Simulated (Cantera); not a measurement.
Charge: 1 mol CH3SiCl3, 0.25 mol C2H2, 3.9 mol H2, equilibrated at 3.60 mbar.

These are equilibrium values from Cantera (NASA tables, ideal gas, pure condensed phases), not measurements of a reactor. Candidate condensed phases: C, C6H6, C7H8, C8H18, Si, SiC; 109 gas species. The feed counts by its element totals alone. The tables' values for SiCl, SiCl3 are old estimates; treat these amounts as uncertain. Gases not in the tables: Si2H6 and higher silanes. Equilibrium is a limit: real reactors are often held back by kinetics, nucleation or transport.

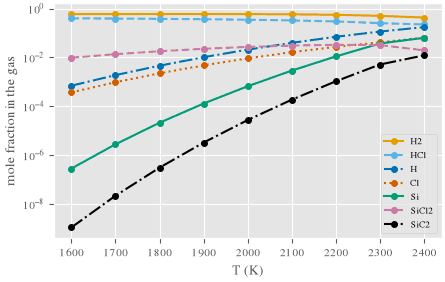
Fig. 1. Equilibrium gas composition (values under 1e-9 drawn at 1e-9)

From 1600 K to 2300 K the condensed part is C(graphite) + SiC(s). At 2400 K the condensed part is C(graphite). The main Si-bearing gas is SiCl2 at 1600 K and Si at 2400 K. The share of Si in condensed phases is highest at 1600 K (92.7 %) and lowest at 2400 K (0.0 %).
